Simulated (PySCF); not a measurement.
**C₃H₆N₂Si (SMILES C=N[SiH2]CC#N): density, localisation and related maps**

| atom | x (Å) | y (Å) | z (Å) |
| --- | --- | --- | --- |
| C | -2.1559 | -0.7221 | 0.3782 |
| N | -1.3064 | -0.1884 | -0.3633 |
| Si | -0.1238 | 1.0457 | -0.2092 |
| C | 1.5156 | 0.1136 | -0.5713 |
| C | 1.8037 | -0.8224 | 0.4642 |
| N | 2.0028 | -1.5655 | 1.3126 |
| H | -2.3417 | -0.4431 | 1.4179 |
| H | -2.7718 | -1.5269 | -0.0159 |
| H | 0.0232 | 1.7717 | 1.0564 |
| H | -0.4156 | 1.9323 | -1.3318 |
| H | 2.3358 | 0.8273 | -0.6468 |
| H | 1.4353 | -0.4228 | -1.5170 |

Geometry: GFN2-xTB.

Level of theory: PySCF 2.14.0, PBE0/pcSseg-1, SCF density, gas phase, non-relativistic.

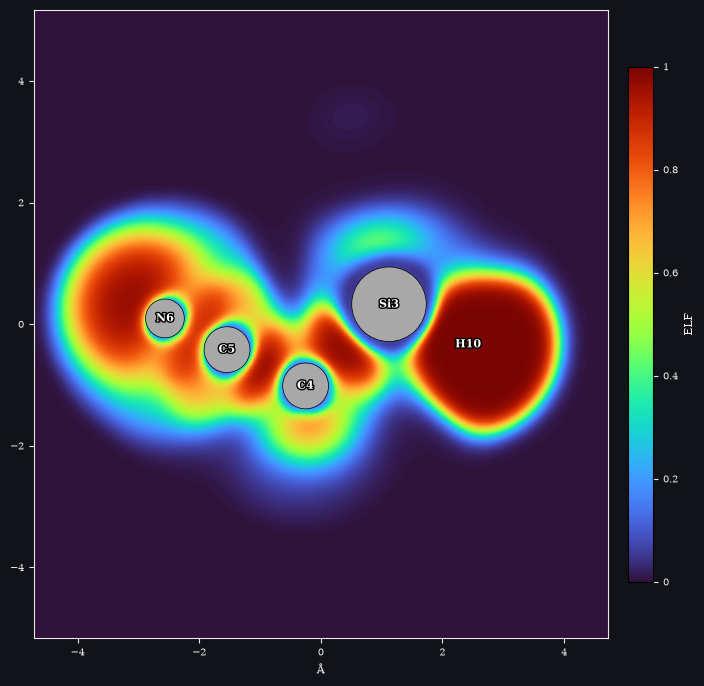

Figure 1. ELF on the plane of atoms C4, Si3 and H10. Grey discs cover the atomic cores.

Q: Describe what can be read from this map.

A: The section cuts through Si, C, N and H sites.
C–N (1.15 Å): the ELF peaks at about 0.85 between the atoms (a short, multiple covalent bond).
C–C (1.43 Å): the ELF peaks at about 0.95 between the atoms, as expected for localised, covalent bonding.
C–Si (1.92 Å): the ELF peaks at about 0.95 between the atoms; localised, covalent bonding.
Si–H (1.46 Å): the ELF climbs to about 1 towards the hydrogen, as it does in any bond to H.
The ELF also peaks beside N6, away from the bonds: lone-pair regions.

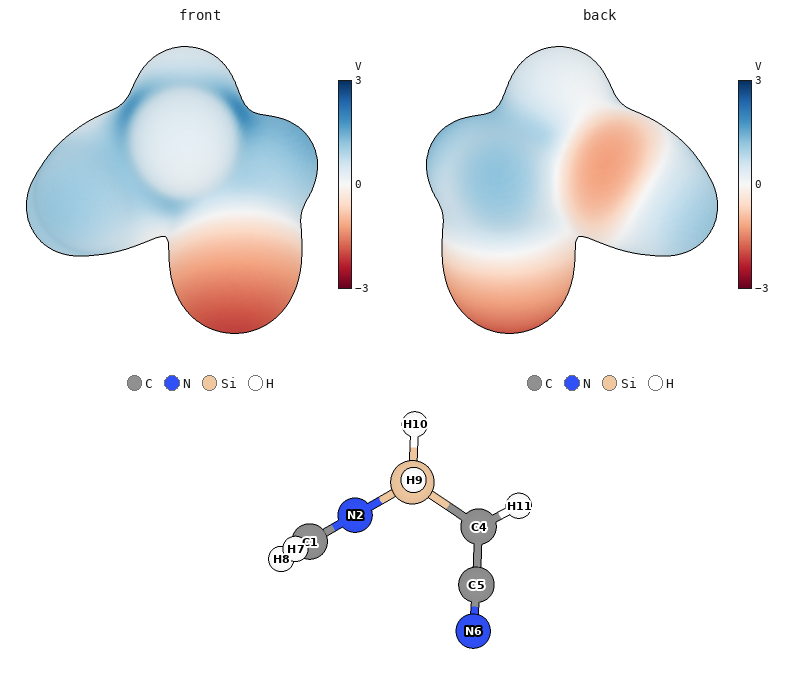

Figure 2. The electrostatic potential painted on the density surface at 0.002 e/bohr³, seen from the front and from behind; the colour scale runs from red (negative) to blue (positive). The bare structure is drawn below in the same view.

Q: Where is the surface potential most negative and most positive?

A: The most negative region (about −2.0 V, or −46 kcal/mol for a unit charge) lies over N6, the most positive (about +1.7 V, or +39 kcal/mol for a unit charge) over Si3. N6 is the likeliest acceptor of a hydrogen bond.

Q: What dipole moment does the calculation give?

A: Its dipole moment is 3.44 D.
